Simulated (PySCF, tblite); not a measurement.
# C₁₈H₈N₂: electronic excitations, NMR shifts

What do calculations give for the electronic excitations, NMR shifts of C₁₈H₈N₂ (`N#Cc1cccc2c1C1=Cc3cccc(C#N)c3C1=C2`)?

Computed with tblite 0.8.0 and PySCF 2.14.0 and routines of our own; the level stands in each step. Atoms count from 0.

### Step 1. The system as given

28 atoms, charge 0, multiplicity 1; geometry from: force field, distance geometry or constructed start.

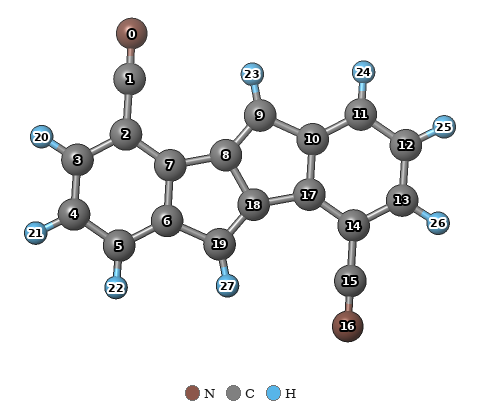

The starting geometry (nitrogen brown, carbon grey, hydrogen blue).

### Step 2. Relaxing the molecule with GFN2-xTB

What the job is given:

```
{"job": {"kind": "relax", "xc": "GFN2-xTB", "basis": "xTB"}, "charge": 0, "multiplicity": 1}
N      2.957900    -0.685700     3.701000
C      2.948200    -0.556900     2.541500
C      2.959800    -0.409100     1.128100
C      4.155100    -0.448000     0.398200
C      4.164200    -0.303700    -0.992900
C      2.973000    -0.104600    -1.708300
C      1.790500    -0.057200    -0.996700
C      1.788800    -0.207500     0.417700
C      0.389600    -0.106900     0.771300
C     -0.423500    -0.137600     1.840500
C     -1.792500     0.057800     1.324500
C     -2.978800     0.102200     2.038700
C     -4.168500     0.303300     1.334300
C     -4.153600     0.451800    -0.074000
C     -2.956800     0.411800    -0.794000
C     -2.953400     0.559900    -2.209000
N     -2.952700     0.685500    -3.368600
C     -1.786500     0.206800    -0.084200
C     -0.387500     0.106600    -0.436000
C      0.423500     0.137700    -1.503200
H      5.099100    -0.601600     0.925200
H      5.110200    -0.340400    -1.533800
H      2.992100     0.015400    -2.778600
H     -0.165900    -0.279200     2.874100
H     -2.988200    -0.008100     3.119200
H     -5.117200     0.341000     1.869100
H     -5.100600     0.607600    -0.591300
H      0.161100     0.275500    -2.541300
```

Started as:

```
$ OMP_NUM_THREADS=1 python large_run.py task.json out
```

This one command runs all jobs of the session in turn.

Log:

```text
step      E/eV     max force
  0   -1315.82049    2.431
  1   -1315.65615    7.179
  2   -1315.93948    0.724
  3   -1315.95869    0.449
  4   -1315.97158    0.362
  5   -1315.98583    0.599
  6   -1315.98704    0.941
  7   -1315.99449    0.234
  8   -1315.99830    0.235
  9   -1316.00115    0.246
 10   -1316.00295    0.088
 11   -1316.00396    0.083
 12   -1316.00459    0.075
 13   -1316.00499    0.040
 14   -1316.00526    0.037
 15   -1316.00544    0.042
 16   -1316.00557    0.028
 17   -1316.00570    0.028
 18   -1316.00586    0.029
 19   -1316.00599    0.030
 20   -1316.00608    0.020
 21   -1316.00615    0.022
 22   -1316.00624    0.025
 23   -1316.00635    0.029
 24   -1316.00646    0.021
 25   -1316.00655    0.017
```

It took 0.37 s on 1 thread of Arm Neoverse V2, shared host.

Along the way: (the energy doesn't fall at every step)

| step | energy from step 0 (eV) | largest force (eV/Å) |
| --- | --- | --- |
| 0 | 0.0000 | 2.4311 |
| 1 | 0.1643 | 7.1795 |
| 2 | -0.1190 | 0.7232 |
| 3 | -0.1382 | 0.4491 |
| 4 | -0.1511 | 0.3623 |
| 5 | -0.1653 | 0.5991 |
| 6 | -0.1665 | 0.9412 |
| 7 | -0.1740 | 0.2339 |
| 8 | -0.1778 | 0.2349 |
| 9 | -0.1807 | 0.2458 |
| 10 | -0.1825 | 0.0881 |
| 11 | -0.1835 | 0.0830 |
| 12 | -0.1841 | 0.0752 |
| 13 | -0.1845 | 0.0398 |
| 15 | -0.1849 | 0.0421 |
| 16 | -0.1851 | 0.0282 |
| 17 | -0.1852 | 0.0276 |
| 18 | -0.1854 | 0.0287 |
| 19 | -0.1855 | 0.0299 |
| 21 | -0.1857 | 0.0218 |
| 22 | -0.1857 | 0.0256 |
| 23 | -0.1859 | 0.0287 |
| 24 | -0.1860 | 0.0207 |
| 25 | -0.1861 | 0.0172 |

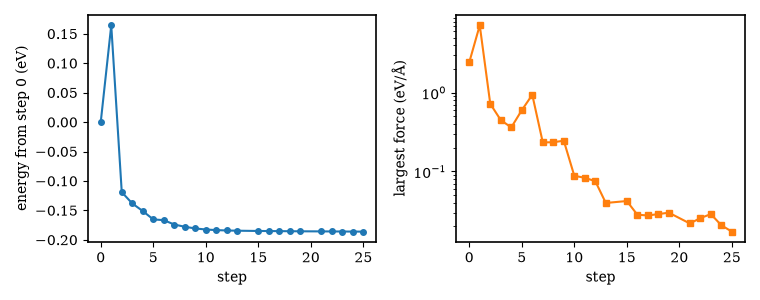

Energy and largest force along the relaxation.

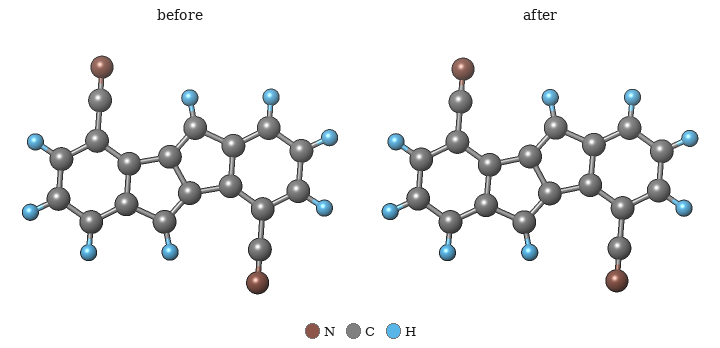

The geometry before (left) and after (right).

Distances of close pairs at the start and the end, largest changes first:

| bond | before (Å) | after (Å) | change (Å) |
| --- | --- | --- | --- |
| C12–C13 | 1.416 | 1.379 | -0.037 |
| N0–C1 | 1.167 | 1.147 | -0.020 |
| C3–C4 | 1.399 | 1.379 | -0.020 |
| C15–N16 | 1.166 | 1.147 | -0.020 |
| C8–C18 | 1.452 | 1.467 | +0.016 |
| C9–C10 | 1.476 | 1.461 | -0.015 |
| C3–H20 | 1.092 | 1.080 | -0.012 |
| C18–C19 | 1.341 | 1.352 | +0.011 |

The end geometry stands in the next job.

### Step 3. Electronic excitations: TDA CAM-B3LYP/def2-SVP

What the job is given:

```
{"job": {"kind": "uv", "basis": "def2-SVP", "grid": 1, "kgrid": 0, "vcut": 1.5, "nstates": 6, "ntriplets": 2, "tda": true, "delta": ["ip_vertical"], "pop": true, "xc": "CAM-B3LYP"}, "charge": 0, "multiplicity": 1}
N      2.919642    -0.673573     3.635282
C      2.932552    -0.551887     2.495001
C      2.948550    -0.402079     1.091337
C      4.162214    -0.449479     0.384241
C      4.179430    -0.302912    -0.986876
C      3.001781    -0.104803    -1.709431
C      1.802005    -0.055290    -1.029781
C      1.772036    -0.205243     0.382550
C      0.386082    -0.106051     0.781237
C     -0.439205    -0.137419     1.851438
C     -1.803183     0.055306     1.363556
C     -3.003057     0.105587     2.043020
C     -4.180553     0.305227     1.320523
C     -4.163102     0.451601    -0.050662
C     -2.949407     0.403014    -0.757668
C     -2.932366     0.553152    -2.161303
N     -2.918931     0.675227    -3.301546
C     -1.773112     0.205543    -0.048752
C     -0.387216     0.106012    -0.447439
C      0.438069     0.137326    -1.517579
H      5.082215    -0.602480     0.929107
H      5.122193    -0.342300    -1.511723
H      3.034355     0.007940    -2.782548
H     -0.177992    -0.276278     2.885372
H     -3.036022    -0.007252     3.116123
H     -5.123433     0.346268     1.845214
H     -5.082867     0.605219    -0.595763
H      0.176784     0.276037    -2.551471
```

With the program's defaults for keys left out, this is: TDA CAM-B3LYP/def2-SVP, vertical, gas phase, core orbitals frozen in the response, virtual orbitals cut by energy.

Log:

```text
start: PBE on a coarse grid of 25328 points
cycle   1  E = -798.3378494937  dE =  3.402e+00  |g| = 7.120e-01  |ddm| = 8.427e+00
cycle   2  E = -797.8995706063  dE =  4.383e-01  |g| = 1.551e+00  |ddm| = 2.578e+00
cycle   3  E = -798.4106069160  dE = -5.110e-01  |g| = 5.099e-01  |ddm| = 1.747e+00
cycle   4  E = -798.4737339598  dE = -6.313e-02  |g| = 9.273e-02  |ddm| = 6.238e-01
cycle   5  E = -798.4752969012  dE = -1.563e-03  |g| = 5.507e-02  |ddm| = 2.179e-01
cycle   6  E = -798.4759673511  dE = -6.704e-04  |g| = 2.108e-02  |ddm| = 8.199e-02
cycle   7  E = -798.4760707777  dE = -1.034e-04  |g| = 8.578e-03  |ddm| = 3.774e-02
final grid: 113233 points
cycle   8  E = -799.1620075924  dE = -1.429e-02  |g| = 4.759e-02  |ddm| = 8.144e-01
cycle   9  E = -799.1621903411  dE = -1.827e-04  |g| = 6.258e-02  |ddm| = 1.549e-01
cycle  10  E = -799.1630443214  dE = -8.540e-04  |g| = 1.326e-02  |ddm| = 6.078e-02
cycle  11  E = -799.1631065714  dE = -6.225e-05  |g| = 5.506e-03  |ddm| = 2.678e-02
cycle  12  E = -799.1631158193  dE = -9.248e-06  |g| = 2.670e-03  |ddm| = 1.074e-02
cycle  13  E = -799.1631184555  dE = -2.636e-06  |g| = 6.323e-04  |ddm| = 5.041e-03
cycle  14  E = -799.1631179666  dE =  4.889e-07  |g| = 3.810e-04  |ddm| = 2.378e-03
cycle  15  E = -799.1631204085  dE = -2.442e-06  |g| = 1.338e-04  |ddm| = 1.302e-03
cycle  16  E = -799.1631196912  dE =  7.172e-07  |g| = 6.476e-05  |ddm| = 7.533e-04
converged SCF energy = -799.1631196912
Vertical ionisation energy (delta-SCF) = 8.1363 eV   <S^2> = 0.769

Static polarisability (au): isotropic 211.469, principal 76.108 227.912 330.387

Singlet excitations
state   eV       nm        f      main configurations
  1   2.6676    464.8   0.00000   H->L 0.98
  2   3.5498    349.3   0.15582   H-1->L 0.76, H->L+1 0.19
  3   4.4520    278.5   0.00000   H-2->L 0.59, H->L+2 0.25
  4   4.6445    266.9   1.10876   H->L+1 0.54, H-3->L 0.25, H-1->L 0.12
  5   4.9651    249.7   0.00000   H-1->L+1 0.86
  6   5.0180    247.1   0.65592   H-3->L 0.62, H->L+1 0.18

Triplet excitations (Tamm-Dancoff, eV): 1.9249 2.1547
```

It took 95 s on 1 thread of Arm Neoverse V2, shared host; peak memory 0.62 GiB.

Frontier orbitals and where they lie:

| orbital | eV | atoms |
| --- | --- | --- |
| HOMO−4 | -10.14 | C9 14 %, C19 14 %, C10 7 % |
| HOMO−3 | -9.63 | C7 16 %, C17 16 %, C12 14 % |
| HOMO−2 | -9.29 | C11 11 %, C5 11 %, C14 11 % |
| HOMO−1 | -8.04 | C9 12 %, C19 12 %, C11 10 % |
| HOMO | -7.69 | C6 9 %, C10 9 %, C18 9 % |
| LUMO | -2.17 | C9 18 %, C19 18 %, C7 7 % |
| LUMO+1 | -0.95 | C5 12 %, C11 12 %, C2 10 % |
| LUMO+2 | -0.10 | C11 10 %, C5 10 %, C14 8 % |
| LUMO+3 | 0.96 | C13 14 %, C3 14 %, C12 13 % |

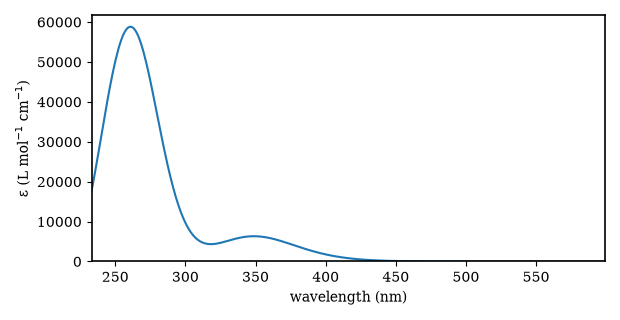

Absorption spectrum: each of the 6 states is a Gaussian band of 0.4 eV half-width at 1/e. Beyond the last state computed it falls off for lack of states.

Ground-state properties from the same run:

| property | computed |
| --- | --- |
| dipole moment (D) | 0.00 |
| polarisability (Å³) | 31.34 |
| HOMO–LUMO gap (eV) | 5.52 |
| −ε(HOMO) (eV) | 7.69 |

### Step 4. NMR shifts: GIAO PBE0/pcSseg-1

The job, as its differences from that of step 3:

```diff
@@ -1,2 +1,2 @@
-{"job": {"kind": "uv", "basis": "def2-SVP", "grid": 1, "kgrid": 0, "vcut": 1.5, "nstates": 6, "ntriplets": 2, "tda": true, "delta": ["ip_vertical"], "pop": true, "xc": "CAM-B3LYP"}, "charge": 0, "multiplicity": 1}
+{"job": {"kind": "nmr", "xc": "PBE0", "basis": "pcSseg-1", "pop": false}, "charge": 0, "multiplicity": 1}
 N      2.919642    -0.673573     3.635282
```

Level: GIAO PBE0/pcSseg-1 NMR shielding, non-relativistic, gas phase.

Log:

```text
start: PBE on a coarse grid of 25328 points
cycle   1  E = -798.8210460105  dE =  3.557e+00  |g| = 7.421e-01  |ddm| = 6.710e+00
cycle   2  E = -798.4016096950  dE =  4.194e-01  |g| = 1.553e+00  |ddm| = 3.078e+00
cycle   3  E = -798.8900486101  dE = -4.884e-01  |g| = 5.592e-01  |ddm| = 2.212e+00
cycle   4  E = -798.9629536664  dE = -7.291e-02  |g| = 9.628e-02  |ddm| = 6.694e-01
cycle   5  E = -798.9647108910  dE = -1.757e-03  |g| = 5.264e-02  |ddm| = 1.935e-01
cycle   6  E = -798.9653091159  dE = -5.982e-04  |g| = 1.992e-02  |ddm| = 6.592e-02
cycle   7  E = -798.9653912133  dE = -8.210e-05  |g| = 9.042e-03  |ddm| = 3.116e-02
final grid: 240735 points
cycle   8  E = -799.1512294375  dE = -1.161e-02  |g| = 4.980e-02  |ddm| = 7.062e-01
cycle   9  E = -799.1509072076  dE =  3.222e-04  |g| = 6.209e-02  |ddm| = 1.123e-01
cycle  10  E = -799.1517339133  dE = -8.267e-04  |g| = 2.623e-02  |ddm| = 8.105e-02
cycle  11  E = -799.1518931426  dE = -1.592e-04  |g| = 4.211e-03  |ddm| = 2.888e-02
cycle  12  E = -799.1518946017  dE = -1.459e-06  |g| = 2.373e-03  |ddm| = 6.164e-03
cycle  13  E = -799.1518947868  dE = -1.851e-07  |g| = 7.722e-04  |ddm| = 3.642e-03
cycle  14  E = -799.1518959979  dE = -1.211e-06  |g| = 2.392e-04  |ddm| = 1.336e-03
cycle  15  E = -799.1518946056  dE =  1.392e-06  |g| = 5.946e-05  |ddm| = 4.187e-04
converged SCF energy = -799.1518946056

GIAO shielding tensors (ppm)
atom      isotropic    diamagn.    paramagn.     s11        s22        s33       span
  0 N      -55.232     344.084    -399.315   -206.210   -183.075    223.589    429.799
  1 C       63.970     262.863    -198.893    -56.611    -44.147    292.668    349.279
  2 C       75.677     252.061    -176.384    -12.865     72.847    167.050    179.915
  3 C       48.062     243.327    -195.265    -55.975     32.293    167.868    223.843
  4 C       52.466     255.584    -203.117    -53.209     36.210    174.398    227.607
  5 C       53.414     243.933    -190.519    -41.398     30.619    171.021    212.420
  6 C       30.409     260.029    -229.620    -45.633     12.583    124.278    169.911
  7 C       41.191     247.586    -206.395    -48.367     17.157    154.783    203.150
  8 C       32.669     254.262    -221.593    -40.459     37.479    100.986    141.444
  9 C       46.399     252.410    -206.012    -34.416     31.712    141.899    176.316
 10 C       30.410     260.426    -230.016    -45.630     12.588    124.272    169.903
 11 C       53.415     243.810    -190.395    -41.372     30.591    171.026    212.398
 12 C       52.456     255.733    -203.277    -53.228     36.218    174.379    227.608
 13 C       48.061     243.036    -194.975    -55.965     32.267    167.880    223.845
 14 C       75.677     252.799    -177.122    -12.879     72.862    167.047    179.926
 15 C       63.968     263.051    -199.083    -56.613    -44.143    292.661    349.273
 16 N      -55.262     344.195    -399.457   -206.297   -183.064    223.575    429.872
 17 C       41.179     247.815    -206.636    -48.411     17.156    154.792    203.203
 18 C       32.679     253.549    -220.871    -40.443     37.486    100.993    141.436
 19 C       46.403     252.306    -205.903    -34.408     31.708    141.908    176.316
 20 H       24.451      26.673      -2.222     21.840     23.716     27.798      5.958
 21 H       24.590      26.152      -1.562     22.068     25.045     26.656      4.588
 22 H       24.470      31.558      -7.088     21.827     24.155     27.429      5.602
 23 H       24.696      37.285     -12.588     22.706     23.651     27.732      5.026
 24 H       24.471      31.376      -6.905     21.827     24.158     27.428      5.602
 25 H       24.588      25.968      -1.380     22.067     25.042     26.654      4.587
 26 H       24.451      26.904      -2.452     21.841     23.716     27.797      5.957
 27 H       24.697      37.155     -12.458     22.706     23.651     27.734      5.029
```

Wall time 66 s (1 thread of Arm Neoverse V2, shared host); peak memory 0.79 GiB.

The references, computed at this level on geometries of the same kind, shield at (ppm): $^{1}$H TMS 31.72, $^{13}$C TMS 186.9, $^{15}$N NH3 267.7. Their shielding less the atom's gives the shift. The references are single molecules in the gas phase, so shifts against H2O, NH3, PH3, H3PO4 or CFCl3 are not on the usual liquid scales and can be off by tens of ppm. Atoms listed in one row are averaged.

| atoms | environment | σ (ppm) | δ (ppm) | δ scaled to CDCl3 |
| --- | --- | --- | --- | --- |
| C6, C10 | substituted aromatic carbon | 30.4 | 156.5 | 150.8 |
| C8, C18 | fully substituted alkene carbon | 32.7 | 154.3 | 148.6 |
| C7, C17 | substituted aromatic carbon | 41.2 | 145.7 | 140.3 |
| C9, C19 | alkene CH | 46.4 | 140.5 | 135.2 |
| C3, C13 | aromatic CH | 48.1 | 138.9 | 133.6 |
| C4, C12 | aromatic CH | 52.5 | 134.5 | 129.3 |
| C5, C11 | aromatic CH | 53.4 | 133.5 | 128.4 |
| C1, C15 | nitrile carbon | 64.0 | 123.0 | 118.1 |
| C2, C14 | substituted aromatic carbon | 75.7 | 111.2 | 106.7 |
| H20, H26 | hydrogen on an aromatic CH | 24.45 | 7.27 | 6.96 |
| H22, H24 | hydrogen on an aromatic CH | 24.47 | 7.25 | 6.94 |
| H21, H25 | hydrogen on an aromatic CH | 24.59 | 7.13 | 6.83 |
| H23, H27 | hydrogen on an alkene CH | 24.70 | 7.02 | 6.72 |
| N0, N16 | nitrile nitrogen | -55.2 | 323.0 | – |

The scaled column applies a straight-line fit of computed shieldings to shifts measured in CDCl3 (root-mean-square error 0.16 ppm for H, 1.9 ppm for C).

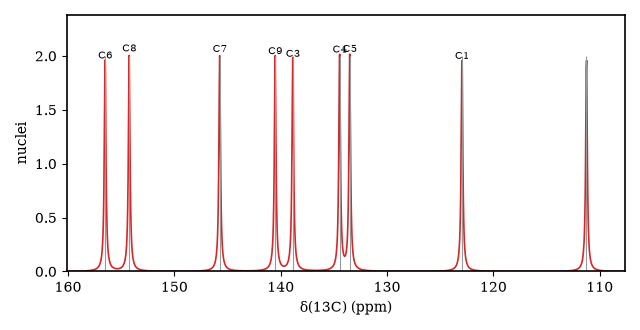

$^{13}$C lines at the computed shifts, without couplings. Lines are broadened to a width of 0.18 ppm (Lorentzian).

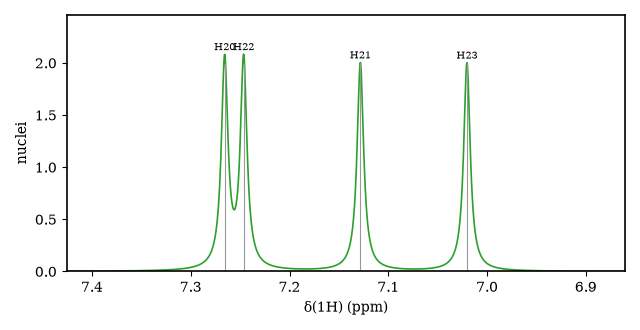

$^{1}$H lines at the computed shifts, without couplings. Lines are broadened to a width of 0.01 ppm (Lorentzian).

Ring of atoms C2, C3, C4, C5, C6, C7: NICS(0) -3.3, NICS(1) -6.4, NICS(1)zz -12.6 ppm (means of both faces).

Ring of atoms C6, C7, C8, C18, C19: NICS(0) 11.8, NICS(1) 5.4, NICS(1)zz 25.6 ppm (means of both faces).

### Step 5. Results

| quantity | value |
| --- | --- |
| lowest singlet (CAM-B3LYP/def2-SVP) | 2.67 eV (465 nm), f = 0.000 |
| brightest single state of those computed | state 4, 4.64 eV, f = 1.109 |
| lowest triplet | 1.92 eV |
| $^{13}$C shifts against TMS (PBE0/pcSseg-1, means over atoms taken as alike) | 156.5, 154.3, 145.7, 140.5, 138.9, 134.5, 133.5, 123.0, 111.2 ppm |
| $^{1}$H shifts against TMS (PBE0/pcSseg-1, means over atoms taken as alike) | 7.27, 7.25, 7.13, 7.02 ppm |
| $^{15}$N shifts against NH3 (PBE0/pcSseg-1, means over atoms taken as alike) | 323.0 ppm |

**Reading.** The lowest singlet, at 2.67 eV, is HOMO→LUMO 0.98 and is dark; of the 6 states computed, the strongest absorption comes from state 4 at 4.64 eV (the last state computed is bright too, and its partners may lie past the list). The lowest triplet lies 0.74 eV below the lowest singlet. At PBE0/pcSseg-1: The widest tensor belongs to N0, N16: span 430 ppm, with a paramagnetic part of -399 ppm. NICS(1)zz of 26 ppm above the planar ring from C6 marks a paratropic (antiaromatic) ring current.
